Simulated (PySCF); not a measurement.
**C3H6ClNSi: geometry relaxation**

System: C3H6ClNSi.
Method: PBE0-D3(BJ)/def2-SVP geometry optimisation, gas phase (PySCF 2.14.0).

It belongs to a series of runs on one base structure; here: H on Si replaced by Cl.

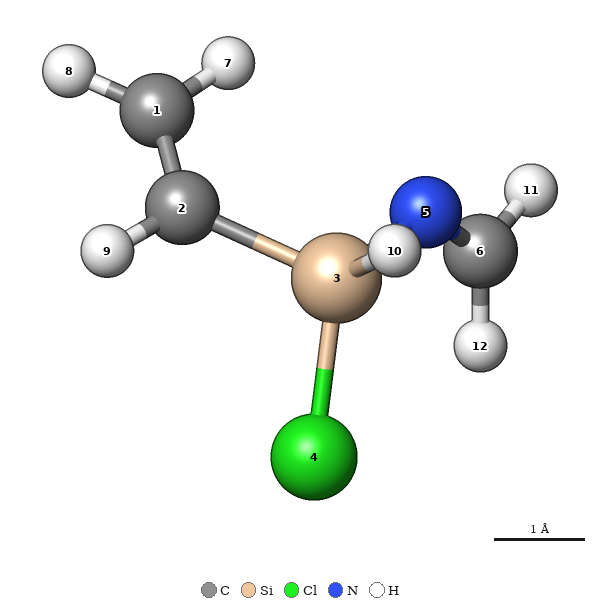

Figure 1. The input geometry (ball-and-stick view, seen at a tilt; atoms are numbered from 1 in the order of the input).

**The input**
```
{"job": {"xc": "PBE0", "basis": "def2-SVP", "d3": "d3bj", "grid": 1, "shake": 0.01, "kind": "geom"}, "charge": 0, "multiplicity": 1}
C      1.837920     0.663790     1.071230
C      1.371280    -0.546380     0.859510
Si    -0.101110    -0.993080    -0.247480
Cl    -1.157910    -2.400060     0.725700
N     -0.907940     0.478190    -0.587090
C     -2.051240     0.921740    -0.320410
H      1.354070     1.535960     0.602010
H      2.676880     0.907230     1.700810
H      1.882360    -1.358480     1.372090
H      0.276980    -1.509520    -1.543190
H     -2.330330     1.914830    -0.634160
H     -2.811250     0.357490     0.227600
```

The first line tells a small driver script what to run in PySCF; the rest is the geometry in Å.

Run on 1 CPU thread, shared host.

Command:
```bash
OMP_NUM_THREADS=1 python <driver script> task.json out
```

**The program's output**
```
step   0  E = -921.55760905  max force = 0.034607
step   1  E = -921.56343711  max force = 0.011240
step   2  E = -921.56412111  max force = 0.008209
step   3  E = -921.56433870  max force = 0.003473
step   4  E = -921.56458928  max force = 0.002369
step   5  E = -921.56463027  max force = 0.001173
step   6  E = -921.56465730  max force = 0.000715
step   7  E = -921.56466054  max force = 0.001202
step   8  E = -921.56466698  max force = 0.000876
step   9  E = -921.56467340  max force = 0.000389
optimisation converged
```

**Trajectory as extended XYZ (Å, eV, eV/Å), 10 frames, from step=0 to step=9**
```
12
Properties=species:S:1:pos:R:3:forces:R:3 step=0 energy=-25076.85984
C     1.8379    0.6638    1.0712   -0.5333   1.7796  -0.5384
C     1.3713   -0.5464    0.8595   -0.6771  -1.3635  -0.4729
Si   -0.1011   -0.9931   -0.2475    1.4822   1.2145   0.4703
Cl   -1.1579   -2.4001    0.7257   -0.8796  -0.9989   0.6719
N    -0.9079    0.4782   -0.5871    0.0167   0.3658  -0.1145
C    -2.0512    0.9217   -0.3204    0.3053  -0.5007   0.0904
H     1.3541    1.5360    0.6020    0.1034  -0.1175   0.0209
H     2.6769    0.9072    1.7008    0.5659  -0.1006   0.4703
H     1.8824   -1.3585    1.3721    0.0901  -0.4548   0.0847
H     0.2770   -1.5095   -1.5432    0.2457  -0.4463  -0.6815
H    -2.3303    1.9148   -0.6342   -0.3176   0.9086  -0.2476
H    -2.8112    0.3575    0.2276   -0.4017  -0.2863   0.2464
12
Properties=species:S:1:pos:R:3:forces:R:3 step=1 energy=-25077.01843
C     0.2740   -2.0192    1.0617    0.0002  -0.1380   0.0300
C    -0.1923   -3.2624    0.8805   -0.1127   0.1591   0.0700
Si   -1.7162   -3.6332   -0.1198   -0.2354  -0.5780   0.3052
Cl   -2.8850   -5.0784    0.9299    0.3552   0.5032  -0.2731
N    -2.5855   -2.1615   -0.3996    0.2120  -0.0360  -0.0586
C    -3.7602   -1.8114   -0.1158   -0.1250   0.1948   0.0043
H    -0.2144   -1.1547    0.6050   -0.0552   0.0749  -0.0185
H     1.1600   -1.8165    1.6766   -0.0249  -0.0199  -0.0629
H     0.3291   -4.0968    1.3648   -0.0034  -0.0470  -0.0281
H    -1.3985   -4.2677   -1.4282   -0.0707   0.0800   0.0062
H    -4.1126   -0.7939   -0.3895   -0.0023  -0.1545   0.0588
H    -4.5000   -2.4520    0.4096    0.0623  -0.0385  -0.0331
12
Properties=species:S:1:pos:R:3:forces:R:3 step=2 energy=-25077.03704
C     0.2507   -2.0208    1.0559    0.0446   0.0000   0.0276
C    -0.1996   -3.2698    0.8881   -0.0495   0.0494   0.0231
Si   -1.7097   -3.6369   -0.1191   -0.2224  -0.4221   0.2081
Cl   -2.8959   -5.0262    0.9448    0.1910   0.2743  -0.1672
N    -2.5494   -2.1524   -0.4041    0.0736   0.3282  -0.1230
C    -3.7257   -1.8087   -0.1160   -0.1941  -0.2685   0.1027
H    -0.2591   -1.1618    0.6059    0.0050  -0.0248  -0.0167
H     1.1465   -1.8055    1.6489   -0.0047   0.0089   0.0183
H     0.3257   -4.1041    1.3700    0.0384   0.0123  -0.0409
H    -1.4163   -4.2686   -1.4314   -0.0110   0.0140  -0.0115
H    -4.1238   -0.8036   -0.3526    0.1669   0.0199  -0.0534
H    -4.4450   -2.4892    0.3849   -0.0379   0.0083   0.0331
12
Properties=species:S:1:pos:R:3:forces:R:3 step=3 energy=-25077.04296
C     0.2408   -2.0165    1.0572   -0.0422   0.1186  -0.0366
C    -0.2070   -3.2642    0.8850    0.1077  -0.1210  -0.0003
Si   -1.7110   -3.6428   -0.1191   -0.0714  -0.1109   0.0447
Cl   -2.8974   -4.9707    0.9668   -0.0422  -0.0618   0.0242
N    -2.5354   -2.1511   -0.4108   -0.0225   0.1159  -0.0211
C    -3.7173   -1.8349   -0.1099    0.0566   0.0500  -0.0808
H    -0.2843   -1.1595    0.6167    0.0609  -0.0526   0.0075
H     1.1421   -1.7993    1.6390    0.0101   0.0150   0.0537
H     0.3304   -4.1002    1.3506    0.0464   0.0228  -0.0184
H    -1.4460   -4.2713   -1.4364    0.0572  -0.0611  -0.0151
H    -4.0765   -0.8206   -0.3486   -0.1786   0.0743   0.0261
H    -4.4401   -2.5165    0.3847    0.0180   0.0108   0.0162
12
Properties=species:S:1:pos:R:3:forces:R:3 step=4 energy=-25077.04978
C     0.2575   -2.0177    1.0594   -0.0513   0.0299  -0.0101
C    -0.2004   -3.2620    0.8803    0.0500  -0.0572  -0.0219
Si   -1.7172   -3.6391   -0.1167   -0.0036  -0.0068   0.0261
Cl   -2.9028   -4.9676    0.9717   -0.0181  -0.0174   0.0197
N    -2.5461   -2.1449   -0.4201   -0.0126   0.1218  -0.0473
C    -3.7297   -1.8307   -0.1204    0.0253  -0.0719   0.0501
H    -0.2515   -1.1558    0.6141    0.0054   0.0011   0.0092
H     1.1509   -1.8093    1.6582    0.0096  -0.0015  -0.0070
H     0.3383   -4.0991    1.3422    0.0046  -0.0034   0.0036
H    -1.4439   -4.2798   -1.4288    0.0213  -0.0270   0.0072
H    -4.1228   -0.8269   -0.3619   -0.0126   0.0249  -0.0230
H    -4.4340   -2.5147    0.3972   -0.0179   0.0076  -0.0067
12
Properties=species:S:1:pos:R:3:forces:R:3 step=5 energy=-25077.05090
C     0.2496   -2.0197    1.0540    0.0382  -0.0184   0.0603
C    -0.1912   -3.2709    0.8773   -0.0477   0.0282  -0.0458
Si   -1.7175   -3.6386   -0.1106    0.0158  -0.0186   0.0105
Cl   -2.9064   -4.9617    0.9819   -0.0198   0.0023   0.0125
N    -2.5414   -2.1378   -0.4181    0.0211   0.0396  -0.0092
C    -3.7256   -1.8260   -0.1173   -0.0187  -0.0480  -0.0216
H    -0.2719   -1.1613    0.6179   -0.0144  -0.0053  -0.0136
H     1.1455   -1.8021    1.6465    0.0088   0.0052  -0.0108
H     0.3559   -4.1056    1.3342    0.0061   0.0181  -0.0122
H    -1.4428   -4.2875   -1.4195   -0.0081  -0.0082   0.0096
H    -4.1250   -0.8259   -0.3700    0.0182  -0.0039   0.0104
H    -4.4310   -2.5103    0.3988    0.0006   0.0090   0.0098
12
Properties=species:S:1:pos:R:3:forces:R:3 step=6 energy=-25077.05163
C     0.2544   -2.0186    1.0556   -0.0006  -0.0188   0.0212
C    -0.1876   -3.2681    0.8693   -0.0241   0.0225   0.0032
Si   -1.7215   -3.6376   -0.1057    0.0342   0.0367  -0.0229
Cl   -2.9132   -4.9431    1.0021   -0.0241  -0.0061   0.0194
N    -2.5412   -2.1341   -0.4251    0.0249  -0.0163   0.0079
C    -3.7274   -1.8301   -0.1229   -0.0272  -0.0036  -0.0065
H    -0.2760   -1.1589    0.6331    0.0019   0.0116  -0.0134
H     1.1578   -1.8045    1.6381   -0.0073  -0.0012  -0.0080
H     0.3658   -4.1037    1.3163    0.0110  -0.0043  -0.0210
H    -1.4519   -4.3005   -1.4089   -0.0118  -0.0075   0.0137
H    -4.1336   -0.8323   -0.3753    0.0208  -0.0158   0.0019
H    -4.4272   -2.5161    0.3986    0.0023   0.0025   0.0046
12
Properties=species:S:1:pos:R:3:forces:R:3 step=7 energy=-25077.05172
C     0.2547   -2.0159    1.0548    0.0043  -0.0048  -0.0018
C    -0.1835   -3.2652    0.8589   -0.0058   0.0133   0.0219
Si   -1.7254   -3.6378   -0.0993    0.0306   0.0618  -0.0473
Cl   -2.9223   -4.9180    1.0307   -0.0181  -0.0153   0.0210
N    -2.5394   -2.1326   -0.4326    0.0018  -0.0572   0.0177
C    -3.7271   -1.8358   -0.1275   -0.0082   0.0410   0.0062
H    -0.2801   -1.1517    0.6463   -0.0072  -0.0084  -0.0044
H     1.1646   -1.8062    1.6282   -0.0014   0.0023  -0.0003
H     0.3818   -4.1017    1.2891    0.0073  -0.0062  -0.0115
H    -1.4667   -4.3203   -1.3943   -0.0101  -0.0111   0.0086
H    -4.1382   -0.8413   -0.3831    0.0028  -0.0101  -0.0062
H    -4.4201   -2.5209    0.4040    0.0040  -0.0051  -0.0040
12
Properties=species:S:1:pos:R:3:forces:R:3 step=8 energy=-25077.05190
C     0.2531   -2.0149    1.0537   -0.0235   0.0067  -0.0197
C    -0.1798   -3.2654    0.8544    0.0149  -0.0103   0.0276
Si   -1.7253   -3.6390   -0.0966    0.0078   0.0315  -0.0229
Cl   -2.9234   -4.9108    1.0447   -0.0016  -0.0021   0.0072
N    -2.5381   -2.1346   -0.4335   -0.0098  -0.0450   0.0177
C    -3.7248   -1.8351   -0.1268    0.0017   0.0283  -0.0117
H    -0.2933   -1.1558    0.6496    0.0115   0.0096   0.0065
H     1.1648   -1.7996    1.6220   -0.0031  -0.0014  -0.0013
H     0.3926   -4.1017    1.2755    0.0043  -0.0061  -0.0079
H    -1.4744   -4.3310   -1.3877   -0.0057  -0.0077   0.0035
H    -4.1355   -0.8424   -0.3887   -0.0019   0.0002   0.0001
H    -4.4175   -2.5172    0.4087    0.0055  -0.0037   0.0010
12
Properties=species:S:1:pos:R:3:forces:R:3 step=9 energy=-25077.05207
C     0.2505   -2.0125    1.0509   -0.0094   0.0051  -0.0014
C    -0.1764   -3.2646    0.8494    0.0054  -0.0074   0.0057
Si   -1.7254   -3.6422   -0.0946   -0.0200  -0.0057   0.0123
Cl   -2.9208   -4.9080    1.0600    0.0143   0.0140  -0.0089
N    -2.5397   -2.1409   -0.4352   -0.0143  -0.0152   0.0049
C    -3.7243   -1.8343   -0.1273    0.0180   0.0079  -0.0047
H    -0.3018   -1.1528    0.6564    0.0049  -0.0002  -0.0029
H     1.1646   -1.7958    1.6147    0.0013   0.0007   0.0013
H     0.4035   -4.1000    1.2619    0.0033   0.0001  -0.0053
H    -1.4831   -4.3442   -1.3817    0.0024  -0.0017  -0.0003
H    -4.1314   -0.8418   -0.3945   -0.0064   0.0043  -0.0015
H    -4.4173   -2.5105    0.4151    0.0007  -0.0019   0.0009
```

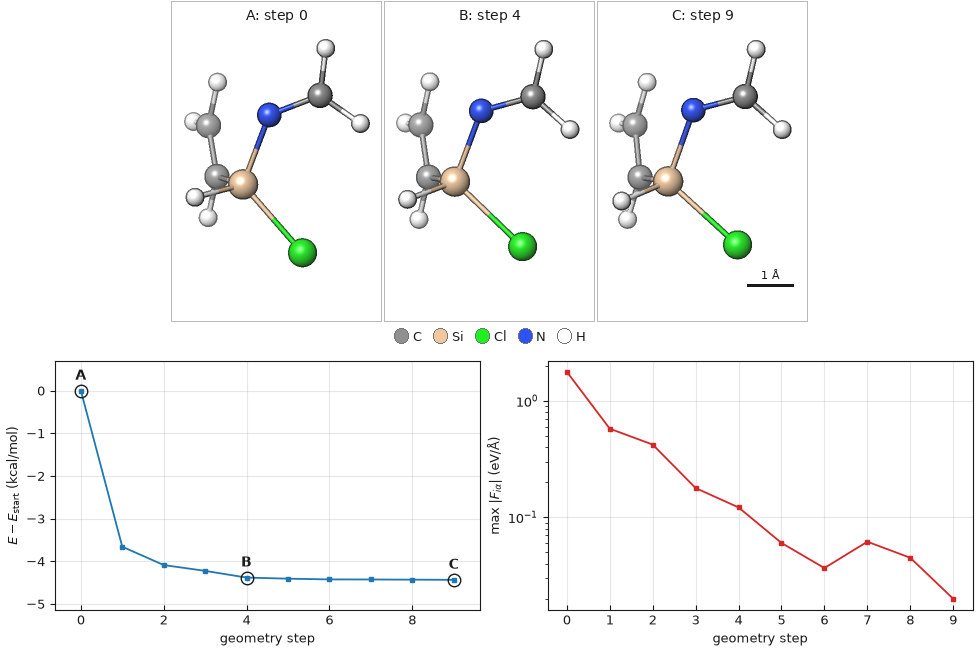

Figure 2. Frames of the relaxation (ball-and-stick view, seen at a tilt) above the curves, on which the letters mark them (steps are counted from 0).

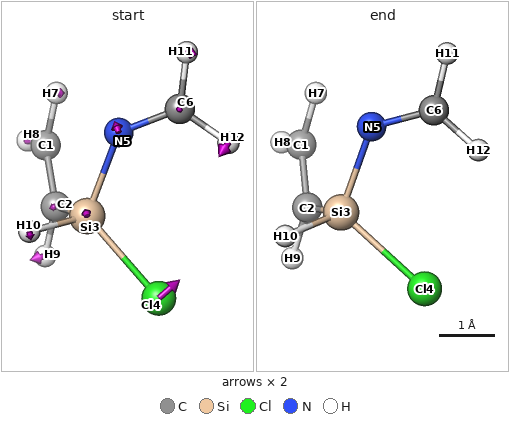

Figure 3. Before (left) and after (right) the relaxation, at one scale (ball-and-stick view, seen at a tilt). The pink arrows give the displacements, magnified 2 times. Cl4 moves most after the best rigid fit: 0.27 Å. By element the largest moves are Cl 0.27 Å, H 0.19 Å, N 0.13 Å, Si 0.09 Å, C 0.07 Å. Among the contacts that change: Si3–Cl4 2.011 → 2.089 Å, C2–Si3 1.895 → 1.853 Å, Si3–H10 1.445 → 1.486 Å, Si3–N5 1.712 → 1.741 Å. Among the angles that change: Si3–N5–C6 133.7° → 126.9°, Cl4–Si3–N5 116.7° → 111.3°, N5–Si3–H10 104.6° → 108.3°. The energy falls by 4.43 kcal/mol in 9 geometry steps. The largest force component goes from 1.8 to 0.02 eV/Å. (Atoms are counted from 1 in the order of the input.)

**Key numbers**

| quantity | value |
| --- | --- |
| outcome | converged |
| total energy | −921.564673 hartree |
| dipole moment | 1.20 D |
| point group | C1 |
| wall time | 61 s |
| peak memory | 0.51 GiB |
